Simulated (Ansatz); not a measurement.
## Computed generalised stacking-fault energy along a line: Na (bcc, W type)

Na (bcc, W type) is sheared across one {211} plane: the third cell vector gains the shift, so faults repeat every 10.3 Å. The cut lies between planes 1.72 Å apart; the cell height is held.

```xyz
6
Lattice="3.6566 0.0000 0.0000 0.0000 5.9712 0.0000 0.0000 0.0000 10.3425" Properties=species:S:1:pos:R:3 pbc="T T T"
Na     0.0000     0.0000     9.4806
Na     2.4377     2.9856     0.8619
Na     1.2189     0.0000     2.5856
Na     0.0000     2.9856     4.3094
Na     2.4377     0.0000     6.0331
Na     1.2189     2.9856     7.7568
```

In-plane vectors a = (3.657, 0.000) Å, b = (0.000, 5.971) Å, area 21.83 Å². The shift is s times the vector a (length 3.657 Å), so s = 1 restores the start. The shift is rigid: no atom relaxes. γ = [E(shift) − E(0)] / area.

Calculation: r2SCAN (plane waves to 500 eV, PAW, scalar-relativistic; Ansatz, an electronic-structure program). k mesh 11×7×4 (Γ-centred), Fermi-Dirac smearing 0.05 eV. Energies are extrapolated to zero smearing. With partly filled bands, the k mesh leaves noise in γ, roughly 0.02 J/m² as judged from a few cases. Faults lie only 10.3 Å apart, and holding the cell height and the atoms raises γ above its relaxed value. Na was relaxed with its symmetry unable to fall. The PAW data are Ansatz's earlier set. The zero of γ is zero shift.

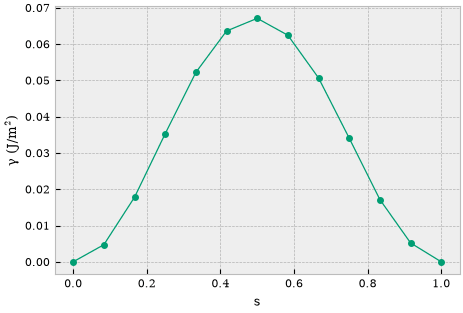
γ (J/m²) against s; one marker a computed point (the last repeats the first, one period on).

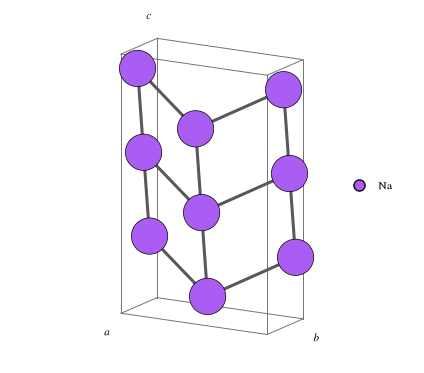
Fig. 1. The cell of the calculation at s = 0.500.

The highest computed γ on the line is 0.07 J/m². Position of the highest point: s = 0.333 and s = 0.417 and s = 0.500 and s = 0.583.

(The slope of γ gives the shear force per area between the displaced halves; near zero shift its curvature is an elastic stiffness.)
